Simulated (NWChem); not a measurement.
# GaF (SMILES [F][Ga]) at 6 levels

We compute a comparison of 6 runs (HF/3-21G, PBE0/3-21G, M06-2X/def2-TZVPPD, PBE/def2-TZVPPD, PBE0/def2-TZVPPD, r2SCAN/def2-TZVPPD) of GaF. 

The results are computed with NWChem 7.3.0.

2 further runs of the same task are left out: 2 set aside as unsound or not needed.

## Step 1: The system as given

The species is GaF (2 atoms), meant as a singlet with charge 0. SMILES: `[F][Ga]`. The shape is that of a PBE0-D4/def2-TZVP optimisation.

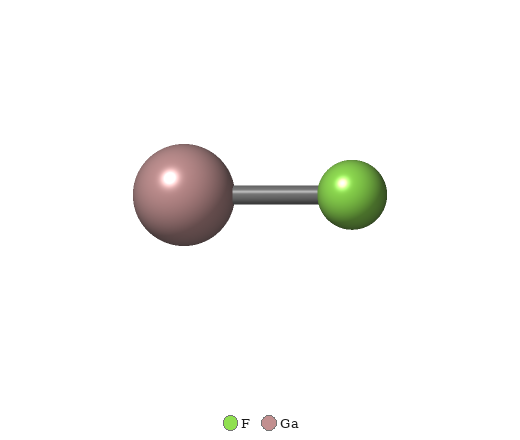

Viewed from a chosen angle; fluorine green, gallium pink.

## Step 2: Energy and forces at HF/3-21G (run 1)

Input file fga.nw:

```
start fga
title "FGa"
memory total 2200 mb

geometry noautosym nocenter noautoz
 F      0.000000     0.000000     0.006300
 Ga     0.000000     0.000000     1.792850
end

basis spherical bse
 * library 3-21G
end

scf
 nopen 0
 rhf
 thresh 1e-08
 maxiter 80
 noprint "final vectors analysis"
end

task scf gradient
```

Command:

```console
$ nwchem fga.nw > fga.out
```

What it wrote:

```text
[...]
  functions       =    31
[...]
  wavefunction    = RHF
[...]
         Total SCF energy =  -2012.791401773487
      One-electron energy =  -2980.367348949115
      Two-electron energy =    884.935969301561
 Nuclear repulsion energy =     82.639977874068
        Time for solution =      1.6s
[...]
                         RHF ENERGY GRADIENTS
    atom               coordinates                        gradient
                 x          y          z           x          y          z
   1 F       0.000000   0.000000   0.011905    0.000000   0.000000  -0.045768
   2 Ga      0.000000   0.000000   3.387995   -0.000000  -0.000000   0.045768
[...]
```

It took 2.7 s on 1 thread of Intel Xeon Platinum 8259CL at 2.50GHz (Skylake/Cascade Lake), shared host; peak memory 0.1 GiB.

## Step 3: Energy and gradient at PBE0/3-21G (run 2)

Input file run.py:

```python
from ase import Atoms
from ase.calculators.nwchem import NWChem

atoms = Atoms('FGa', positions=[
    [0.000000, -0.000000, 0.006300],
    [-0.000000, 0.000000, 1.792850],
])

calc = NWChem(
    label='nw',
    theory='dft',
    memory='2200 mb',
    basis='3-21G',
    basispar='spherical bse',
    dft={'xc': 'pbe0', 'mult': '1', 'grid': 'xfine', 'convergence': 'energy 1e-08', 'iterations': '100', 'mulliken': None},
)
atoms.calc = calc

forces = atoms.get_forces()
print("Total energy (eV):", round(atoms.get_potential_energy(), 6))
print("forces (eV/A):")
for s, f in zip(atoms.symbols, forces):
    print(f"{s:2s} {f[0]:10.5f} {f[1]:10.5f} {f[2]:10.5f}")
print("dipole (e A):", atoms.get_dipole_moment().round(4))
```

Command:

```console
$ export ASE_NWCHEM_COMMAND="nwchem PREFIX.nwi > PREFIX.nwo"
$ python run.py
```

What it wrote:

```text
Total energy (eV): -54814.361542
forces (eV/A):
F     0.00000   -0.00000    2.18482
Ga   -0.00000    0.00000   -2.18482
dipole (e A): [ 0.     -0.      0.2614]
```

The calculator wrote nw.nwi:

```
title "nw"

permanent_dir nw

scratch_dir nw

start nw

geometry units angstrom nocenter noautosym noautoz
  F  0.0000000000000000e+00 -0.0000000000000000e+00 6.3000000000000000e-03
  Ga -0.0000000000000000e+00 0.0000000000000000e+00 1.7928500000000001e+00
end

memory 2200 mb

basis spherical bse noprint
   * library 3-21G
end

dft
  xc pbe0
  mult 1
  grid xfine
  convergence energy 1e-08
  iterations 100
  mulliken
end

task dft gradient
```

nw.nwo:

```text
Northwest Computational Chemistry Package (NWChem) 7.3.0
             --------------------------------------------------------

           Job information
           ---------------

    nwchem branch   = 7.3.0
    use scalapack   = T
    input           = nw.nwi
    prefix          = nw.
    data base       = nw/nw.db
    status          = startup
    nproc           =        1

           Memory information
           ------------------

    heap     =     72089598 doubles =      550.0 Mbytes
    stack    =     72089595 doubles =      550.0 Mbytes
    global   =    144179200 doubles =     1100.0 Mbytes (distinct from heap & stack)
    total    =    288358393 doubles =     2200.0 Mbytes
    verify   = yes
    hardfail = no

[... 72 lines left out ...]
  convergence criterion.
[... 38 lines left out ...]
          Spatial weights used:  Erf1
[... 78 lines left out ...]
         Total DFT energy =    -2014.390648576329
[... 3 lines left out ...]
 Nuclear repulsion energy =       82.639977874068
[... 291 lines left out ...]
          Convergence on gradient requested:  5.00D-04
[... 25 lines left out ...]
          total energy or number of iterations.
[... 18 lines left out ...]
                            NWChem DFT Gradient Module
                            --------------------------

                                        nw

  charge          =   0.00
  wavefunction    = closed shell

                         DFT ENERGY GRADIENTS

    atom               coordinates                        gradient
                 x          y          z           x          y          z
   1 F       0.000000   0.000000   0.011905   -0.000000   0.000000  -0.042488
   2 Ga      0.000000   0.000000   3.387995    0.000000  -0.000000   0.042488

                 ----------------------------------------
                 |  Time  |  1-e(secs)   |  2-e(secs)   |
                 ----------------------------------------
                 |  CPU   |       0.00   |       0.38   |
                 ----------------------------------------
                 |  WALL  |       0.00   |       0.38   |
                 ----------------------------------------

 Task  times  cpu:        4.4s     wall:        4.4s
 Total times  cpu:        4.5s     wall:        4.5s
```

It took 6.3 s on 1 thread of Intel Xeon Platinum 8259CL at 2.50GHz (Skylake/Cascade Lake), shared host; peak memory 0.11 GiB.

Runs 3 to 4 aren't shown in full; the table further down has their settings and results.

## Step 4: Energy and gradient at PBE0/def2-TZVPPD (run 5)

Input file a.nw:

```
start a
memory stack 880 mb heap 220 mb global 1100 mb
charge 0
geometry units angstroms noautosym nocenter noautoz
  F      0.000000     0.000000     0.006300
  Ga     0.000000     0.000000     1.792850
end
basis spherical bse
  F library def2-TZVPPD
  Ga library def2-TZVPPD
end
dft
  xc pbe0
  grid fine
  convergence energy 1e-08
  iterations 100
  mulliken
end
task dft gradient
```

Command:

```console
$ nwchem a.nw > a.out
```

What it wrote:

```text
[...]
          Wavefunction type:  closed shell.
          No. of atoms     :     2
          No. of electrons :    40
[...]
          Charge           :     0
          Spin multiplicity:     1
[...]
          AO basis - number of functions:    94
[...]
              XC Information
              --------------
                         PBE0 Method XC Functional
                     Hartree-Fock (Exact) Exchange  0.250
          PerdewBurkeErnzerhof Exchange Functional  0.750
            Perdew 1991 LDA Correlation Functional  1.000 local
           PerdewBurkeErnz. Correlation Functional  1.000 non-local
[...]
 d= 0,ls=0.0,diis     1  -2024.3605706267 -2.11D+03  1.23D-02  9.19D-01     3.8
[...]
 d= 0,ls=0.0,diis     8  -2024.4486133795 -1.46D-09  4.26D-07  8.50D-09    24.1
         Total DFT energy =    -2024.448613379509
      One electron energy =    -2989.132712511676
           Coulomb energy =      967.243347743378
    Exchange-Corr. energy =      -85.199226485279
 Nuclear repulsion energy =       82.639977874068
[...]
      Total Density - Mulliken Population Analysis
     ---------------------------------------------
    Atom       Charge   Shell Charges
 -----------   ------   -------------------------------------------------------
    1 F    9     9.33   0.77  1.20  0.61  0.98  0.36 -0.04  2.25  2.14  1.03  0.03  0.00  0.00 -0.00  0.00
    2 Ga  31    30.67   2.00  2.00  1.19  0.77  1.16  0.91  0.02  5.98  4.46  1.53  0.44  0.10  8.81  1.12  0.10  0.05 -0.00  0.03
[...]
  wavefunction    = closed shell
                         DFT ENERGY GRADIENTS
    atom               coordinates                        gradient
                 x          y          z           x          y          z
   1 F       0.000000   0.000000   0.011905    0.000000  -0.000000   0.000736
   2 Ga      0.000000   0.000000   3.387995   -0.000000   0.000000  -0.000736
[...]
```

Wall time 39 s (1 thread of Intel Xeon Platinum 8259CL at 2.50GHz (Skylake/Cascade Lake), shared host); peak memory 0.13 GiB.

## Step 5: Energy and gradient at r2SCAN/def2-TZVPPD (run 6)

Input file input.nw:

```
start input
title "FGa gradient"
memory 2200 mb
geometry units bohr noautosym nocenter noautoz
   F      0.00000000     0.00000000     0.01190527
   Ga     0.00000000     0.00000000     3.38799548
end
basis "ao basis" spherical bse
   F library def2-TZVPPD
   Ga library def2-TZVPPD
end
dft
   xc r2scan
   grid fine
   convergence energy 1e-08
   iterations 100
   mulliken
end
task dft gradient
```

Command:

```console
$ nwchem input.nw > input.out
```

What it wrote:

```text
[...]
          Wavefunction type:  closed shell.
          No. of atoms     :     2
          No. of electrons :    40
[...]
          Charge           :     0
          Spin multiplicity:     1
[...]
          AO basis - number of functions:    94
[...]
              XC Information
              --------------
                      r^2SCAN Method XC Functional
               r^2SCAN metaGGA Exchange Functional  1.000
                     r^2SCAN Correlation Potential  1.000
[...]
 d= 0,ls=0.0,diis     1  -2024.6484701216 -2.11D+03  1.79D-02  1.01D+00     4.3
[...]
 d= 0,ls=0.0,diis    10  -2024.7435994063 -2.25D-09  3.97D-07  1.24D-08    28.9
         Total DFT energy =    -2024.743599406321
      One electron energy =    -2989.074653673682
           Coulomb energy =      967.177879356304
    Exchange-Corr. energy =      -85.486796963390
 Nuclear repulsion energy =       82.639971874448
[...]
      Total Density - Mulliken Population Analysis
     ---------------------------------------------
    Atom       Charge   Shell Charges
 -----------   ------   -------------------------------------------------------
    1 F    9     9.32   0.77  1.20  0.63  0.96  0.38 -0.05  2.26  2.13  1.02  0.02  0.00  0.00 -0.00  0.00
    2 Ga  31    30.68   2.00  2.00  1.20  0.76  1.17  0.90  0.01  5.98  4.46  1.53  0.46  0.10  8.80  1.10  0.12  0.05 -0.00  0.03
[...]
  wavefunction    = closed shell
                         DFT ENERGY GRADIENTS
    atom               coordinates                        gradient
                 x          y          z           x          y          z
   1 F       0.000000   0.000000   0.011905   -0.000000  -0.000000  -0.000971
   2 Ga      0.000000   0.000000   3.387995    0.000000   0.000000   0.000971
[...]
```

It took 46 s on 1 thread of Intel Xeon Platinum 8259CL at 2.50GHz (Skylake/Cascade Lake), shared host; peak memory 0.13 GiB.

## Step 6: Overview of the runs

```tsv
run	level	iteration cap	module	energy (Eh)	dipole moment (D)	largest force (eV/Å)	wall time
1	HF/3-21G	80	scf	-2012.791402	1.71	2.353	2.7 s
2	PBE0/3-21G	100	dft	-2014.390649	1.26	2.185	6.3 s
3	M06-2X/def2-TZVPPD	100	dft	-2024.759894	2.28	0.041	53 s
4	PBE/def2-TZVPPD	100	dft	-2024.417616	2.21	0.534	42 s
5	PBE0/def2-TZVPPD	100	dft	-2024.448613	2.31	0.038	39 s
6	r2SCAN/def2-TZVPPD	100	dft	-2024.743599	2.16	0.050	46 s
```

## Step 7: Results

```
                       quantity           value
            run 6: total energy  -2024.74360 Eh
           run 6: dipole moment          2.16 D
             run 6: HOMO energy        -7.07 eV
             run 6: LUMO energy        -1.97 eV
           run 6: HOMO–LUMO gap         5.09 eV
run 6: largest force on an atom      0.050 eV/Å
```

In words: The dipole moment (its size) runs from 1.26 D (PBE0/3-21G) to 2.31 D (PBE0/def2-TZVPPD). Over runs 2, 3, 5, 6 the HOMO–LUMO gap runs from 5.09 eV (r2SCAN/def2-TZVPPD) to 8.00 eV (M06-2X/def2-TZVPPD). Totals of different functionals can't be ranked against each other. All runs together took 3.1 min, the longest 53 s.
